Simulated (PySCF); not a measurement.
**Geometry relaxation of ZnO (part 2 of 2)**

The same run, continued: ZnO; RKS-pbe0/lanl2dz, optimize (PySCF 2.14.0). 

## Log, continued
```
******** <class 'pyscf.scf.hf.RKS_Scanner'> ********
method = RKS_Scanner
initial guess = minao
damping factor = 0
level_shift factor = 0
DIIS = <class 'pyscf.scf.diis.CDIIS'>
diis_start_cycle = 1
diis_space = 8
diis_damp = 0
SCF conv_tol = 1e-09
SCF conv_tol_grad = None
SCF max_cycles = 50
direct_scf = True
direct_scf_tol = 1e-13
XC library pyscf.dft.libxc version 7.0.0
    S. Lehtola, C. Steigemann, M. J.T. Oliveira, and M. A.L. Marques.,  SoftwareX 7, 1–5 (2018)
XC functionals = pbe0
    C. Adamo and V. Barone.,  J. Chem. Phys. 110, 6158 (1999)
    M. Ernzerhof and G. E. Scuseria.,  J. Chem. Phys. 110, 5029 (1999)
radial grids:
    Treutler-Ahlrichs [JCP 102, 346 (1995); DOI:10.1063/1.469408] (M4) radial grids

becke partition: Becke, JCP 88, 2547 (1988); DOI:10.1063/1.454033
pruning grids: <function nwchem_prune>
grids dens level: 3
symmetrized grids: False
atomic radii adjust function: <function treutler_atomic_radii_adjust>
small_rho_cutoff = 0
Set gradient conv threshold to 3.16228e-05
tot grids = 34728
init E= -140.458257051023
  HOMO = -0.251239438820478  LUMO = -0.14651456098393  gap/eV = 2.84971
cycle= 1 E= -140.462341854976  delta_E= -0.00408  |g|= 0.00715  |ddm|= 0.0164
  HOMO = -0.251902399611488  LUMO = -0.145258405620849  gap/eV = 2.90193
cycle= 2 E= -140.4622103504  delta_E= 0.000132  |g|= 0.0236  |ddm|= 0.0198
  HOMO = -0.249463321224162  LUMO = -0.144535132922474  gap/eV = 2.85524
cycle= 3 E= -140.462348327183  delta_E= -0.000138  |g|= 0.00449  |ddm|= 0.0184
  HOMO = -0.249887523741586  LUMO = -0.144693992011277  gap/eV = 2.86246
cycle= 4 E= -140.462353139942  delta_E= -4.81e-06  |g|= 0.000525  |ddm|= 0.00262
  HOMO = -0.249977128911356  LUMO = -0.144714954708822  gap/eV = 2.86433
cycle= 5 E= -140.462353213815  delta_E= -7.39e-08  |g|= 5.07e-05  |ddm|= 0.000396
  HOMO = -0.249985912374323  LUMO = -0.144712703459394  gap/eV = 2.86463
cycle= 6 E= -140.462353215824  delta_E= -2.01e-09  |g|= 4.26e-06  |ddm|= 0.00013
  HOMO = -0.249985670625458  LUMO = -0.144711086920389  gap/eV = 2.86467
cycle= 7 E= -140.462353215856  delta_E= -3.22e-11  |g|= 4.88e-07  |ddm|= 1.93e-05
  HOMO = -0.249985559977823  LUMO = -0.144711060618059  gap/eV = 2.86467
Extra cycle  E= -140.462353215856  delta_E= 5.68e-13  |g|= 1.45e-06  |ddm|= 1.55e-06
converged SCF energy = -140.462353215856

******** <class 'pyscf.grad.rhf.Gradients_Scanner'> for <class 'pyscf.scf.hf.RKS_Scanner'> ********
unit = Eh/Bohr
grid_response = True
--------------- RKS_Scanner gradients ---------------
         x                y                z
0 Zn    -0.0000000000     0.0000000000     0.0018854514
1 O     0.0000000000    -0.0000000000    -0.0018854514
----------------------------------------------
cycle 3: E = -140.462353216  dE = -0.000138933  norm(grad) = 0.00266643
Step    2 : Displace = 6.925e-03/6.925e-03 (rms/max) Trust = 1.414e-01 (+) Grad = 1.885e-03/1.885e-03 (rms/max) E (change) = -140.4623532159 (-1.389e-04) Quality = 1.203
Hessian Eigenvalues: 5.00000e-02 5.00000e-02 5.00000e-02 ... 5.00000e-02 5.00000e-02 2.65097e-01

Geometry optimization cycle 4
Cartesian coordinates (Angstrom)
 Atom        New coordinates             dX        dY        dZ
  Zn  -0.000000  -0.000000  -0.043437    0.000000 -0.000000 -0.001882
   O   0.000000   0.000000   1.708437   -0.000000  0.000000  0.001882
New geometry
   1 Zn    -0.000000000000  -0.000000000000  -0.043437209327 AA   -0.000000000000  -0.000000000000  -0.082084429243 Bohr
   2 O      0.000000000000   0.000000000000   1.708437209327 AA    0.000000000000   0.000000000000   3.228478426644 Bohr

******** <class 'pyscf.scf.hf.RKS_Scanner'> ********
method = RKS_Scanner
initial guess = minao
damping factor = 0
level_shift factor = 0
DIIS = <class 'pyscf.scf.diis.CDIIS'>
diis_start_cycle = 1
diis_space = 8
diis_damp = 0
SCF conv_tol = 1e-09
SCF conv_tol_grad = None
SCF max_cycles = 50
direct_scf = True
direct_scf_tol = 1e-13
XC library pyscf.dft.libxc version 7.0.0
    S. Lehtola, C. Steigemann, M. J.T. Oliveira, and M. A.L. Marques.,  SoftwareX 7, 1–5 (2018)
XC functionals = pbe0
    C. Adamo and V. Barone.,  J. Chem. Phys. 110, 6158 (1999)
    M. Ernzerhof and G. E. Scuseria.,  J. Chem. Phys. 110, 5029 (1999)
radial grids:
    Treutler-Ahlrichs [JCP 102, 346 (1995); DOI:10.1063/1.469408] (M4) radial grids

becke partition: Becke, JCP 88, 2547 (1988); DOI:10.1063/1.454033
pruning grids: <function nwchem_prune>
grids dens level: 3
symmetrized grids: False
atomic radii adjust function: <function treutler_atomic_radii_adjust>
small_rho_cutoff = 0
Set gradient conv threshold to 3.16228e-05
tot grids = 34728
init E= -140.461268853009
  HOMO = -0.250177346241841  LUMO = -0.145403796227922  gap/eV = 2.85103
cycle= 1 E= -140.462359376868  delta_E= -0.00109  |g|= 0.00197  |ddm|= 0.00445
  HOMO = -0.250388624583243  LUMO = -0.145077588418619  gap/eV = 2.86566
cycle= 2 E= -140.462348941078  delta_E= 1.04e-05  |g|= 0.00664  |ddm|= 0.00555
  HOMO = -0.249711132231731  LUMO = -0.144874254057211  gap/eV = 2.85276
cycle= 3 E= -140.462359912676  delta_E= -1.1e-05  |g|= 0.00118  |ddm|= 0.00511
  HOMO = -0.249822408791197  LUMO = -0.144916175731109  gap/eV = 2.85464
cycle= 4 E= -140.462360241261  delta_E= -3.29e-07  |g|= 0.000139  |ddm|= 0.000685
  HOMO = -0.249846259566707  LUMO = -0.144921697961995  gap/eV = 2.85514
cycle= 5 E= -140.4623602465  delta_E= -5.24e-09  |g|= 1.35e-05  |ddm|= 0.000107
  HOMO = -0.249848619562637  LUMO = -0.14492106098052  gap/eV = 2.85522
cycle= 6 E= -140.462360246649  delta_E= -1.49e-10  |g|= 1.12e-06  |ddm|= 3.59e-05
  HOMO = -0.249848286492213  LUMO = -0.144920627633299  gap/eV = 2.85523
Extra cycle  E= -140.462360246649  delta_E= -3.13e-13  |g|= 2.59e-06  |ddm|= 4.62e-06
converged SCF energy = -140.462360246649

******** <class 'pyscf.grad.rhf.Gradients_Scanner'> for <class 'pyscf.scf.hf.RKS_Scanner'> ********
unit = Eh/Bohr
grid_response = True
--------------- RKS_Scanner gradients ---------------
         x                y                z
0 Zn     0.0000000000    -0.0000000000     0.0000956729
1 O    -0.0000000000     0.0000000000    -0.0000956729
----------------------------------------------
cycle 4: E = -140.462360247  dE = -7.03079e-06  norm(grad) = 0.000135302
Step    3 : Displace = 1.882e-03/1.882e-03 (rms/max) Trust = 2.000e-01 (+) Grad = 9.567e-05/9.567e-05 (rms/max) E (change) = -140.4623602466 (-7.031e-06) Quality = 1.049
Hessian Eigenvalues: 5.00000e-02 5.00000e-02 5.00000e-02 ... 5.00000e-02 5.00000e-02 2.51645e-01

Geometry optimization cycle 5
Cartesian coordinates (Angstrom)
 Atom        New coordinates             dX        dY        dZ
  Zn  -0.000000  -0.000000  -0.043538   -0.000000  0.000000 -0.000101
   O   0.000000   0.000000   1.708538    0.000000 -0.000000  0.000101
New geometry
   1 Zn    -0.000000000000  -0.000000000000  -0.043537803215 AA   -0.000000000000  -0.000000000000  -0.082274524142 Bohr
   2 O      0.000000000000   0.000000000000   1.708537803215 AA    0.000000000000   0.000000000000   3.228668521543 Bohr

******** <class 'pyscf.scf.hf.RKS_Scanner'> ********
method = RKS_Scanner
initial guess = minao
damping factor = 0
level_shift factor = 0
DIIS = <class 'pyscf.scf.diis.CDIIS'>
diis_start_cycle = 1
diis_space = 8
diis_damp = 0
SCF conv_tol = 1e-09
SCF conv_tol_grad = None
SCF max_cycles = 50
direct_scf = True
direct_scf_tol = 1e-13
XC library pyscf.dft.libxc version 7.0.0
    S. Lehtola, C. Steigemann, M. J.T. Oliveira, and M. A.L. Marques.,  SoftwareX 7, 1–5 (2018)
XC functionals = pbe0
    C. Adamo and V. Barone.,  J. Chem. Phys. 110, 6158 (1999)
    M. Ernzerhof and G. E. Scuseria.,  J. Chem. Phys. 110, 5029 (1999)
radial grids:
    Treutler-Ahlrichs [JCP 102, 346 (1995); DOI:10.1063/1.469408] (M4) radial grids

becke partition: Becke, JCP 88, 2547 (1988); DOI:10.1063/1.454033
pruning grids: <function nwchem_prune>
grids dens level: 3
symmetrized grids: False
atomic radii adjust function: <function treutler_atomic_radii_adjust>
small_rho_cutoff = 0
Set gradient conv threshold to 3.16228e-05
tot grids = 34728
init E= -140.462302233278
  HOMO = -0.249859706236678  LUMO = -0.144957843374819  gap/eV = 2.85453
cycle= 1 E= -140.462360263463  delta_E= -5.8e-05  |g|= 9.65e-05  |ddm|= 0.000233
  HOMO = -0.249866069842731  LUMO = -0.144938943612955  gap/eV = 2.85521
cycle= 2 E= -140.462360240799  delta_E= 2.27e-08  |g|= 0.000311  |ddm|= 0.000261
  HOMO = -0.249833665693447  LUMO = -0.144929232449353  gap/eV = 2.85460
cycle= 3 E= -140.462360264481  delta_E= -2.37e-08  |g|= 6.55e-05  |ddm|= 0.000246
  HOMO = -0.249839916901064  LUMO = -0.144931554149033  gap/eV = 2.85470
cycle= 4 E= -140.462360265517  delta_E= -1.04e-09  |g|= 7.31e-06  |ddm|= 3.87e-05
  HOMO = -0.249841177494338  LUMO = -0.144931841829027  gap/eV = 2.85473
cycle= 5 E= -140.462360265532  delta_E= -1.47e-11  |g|= 7.13e-07  |ddm|= 5.67e-06
  HOMO = -0.249841484765492  LUMO = -0.144931874068607  gap/eV = 2.85474
Extra cycle  E= -140.462360265531  delta_E= 1.02e-12  |g|= 2.3e-06  |ddm|= 2.33e-06
converged SCF energy = -140.462360265531

******** <class 'pyscf.grad.rhf.Gradients_Scanner'> for <class 'pyscf.scf.hf.RKS_Scanner'> ********
unit = Eh/Bohr
grid_response = True
--------------- RKS_Scanner gradients ---------------
         x                y                z
0 Zn     0.0000000000     0.0000000000     0.0000010164
1 O    -0.0000000000    -0.0000000000    -0.0000010164
----------------------------------------------
cycle 5: E = -140.462360266  dE = -1.88818e-08  norm(grad) = 1.43737e-06
```

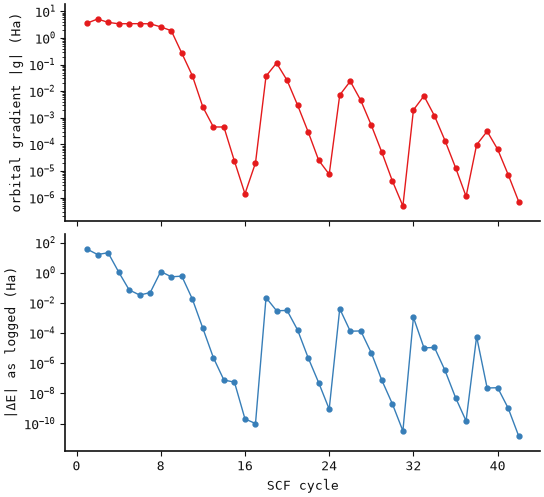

**Figure 1.** Convergence of the self-consistent field: orbital gradient |g| and size of the energy change against the SCF cycle. All cycles printed in the log are drawn one after another.

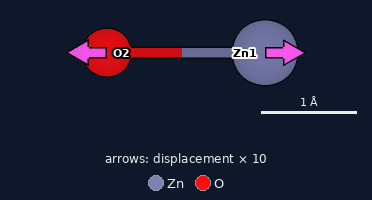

**Figure 2.** The starting structure with the displacements as pink arrows, magnified 10 times (ball-and-stick view, seen at a tilt). The two geometries are laid on each other by the best rigid fit. The largest moves after the best rigid fit, 0.044 Å, are those of Zn1 and O2. By element the largest moves are Zn 0.044 Å, O 0.044 Å. Distances before and after: Zn1–O2 1.665 → 1.752 Å. (Atoms are counted from 1 in the order of the input.)

```
Step    4 : Displace = 1.006e-04/1.006e-04 (rms/max) Trust = 2.828e-01 (+) Grad = 1.016e-06/1.016e-06 (rms/max) E (change) = -140.4623602655 (-1.888e-08) Quality = 1.038
Hessian Eigenvalues: 5.00000e-02 5.00000e-02 5.00000e-02 ... 5.00000e-02 5.00000e-02 2.51645e-01
Converged! =D

    #| If this code has benefited your research, please support us by citing: |#
    #| Wang, L.-P.; Song, C.C. (2016) "Geometry optimization made simple with |#
    #| translation and rotation coordinates", J. Chem, Phys. 144, 214108.     |#
    #|                                     |#
optimised geometry (angstrom)
Zn         -0.00000000       -0.00000000       -0.04353780
O           0.00000000        0.00000000        1.70853780
orbital energies (hartree): [-0.2985 -0.2537 -0.2537 -0.1397 -0.0042 -0.0042]
```

The run was set up as follows.

## Input
```python
from pyscf import gto, dft
from pyscf.geomopt.geometric_solver import optimize

mol = gto.M(
    atom='Zn 0 0 0; O 0 0 1.665',
    basis='lanl2dz',
    ecp={'Zn': 'lanl2dz'},
    charge=0,
    spin=0,
    verbose=4,
)
mf = dft.RKS(mol, xc='pbe0')
mf.kernel()
g = mf.nuc_grad_method()
g.grid_response = True
mol_eq = optimize(g.as_scanner(), maxsteps=30)
print('optimised geometry (angstrom)')
print(mol_eq.tostring('raw'))
print('orbital energies (hartree):', mf.mo_energy[..., max(0, mol.nelec[1]-3):mol.nelec[0]+3].round(4))
```

Command:
```bash
OMP_NUM_THREADS=1 python input.py
```

## Key numbers

```json
{"quantity": "outcome", "value": "converged"}
{"quantity": "SCF energy at the first geometry", "value": "−140.458355 hartree"}
{"quantity": "hardware", "value": "1 CPU thread, shared host"}
{"quantity": "wall time", "value": "3.3 s"}
```
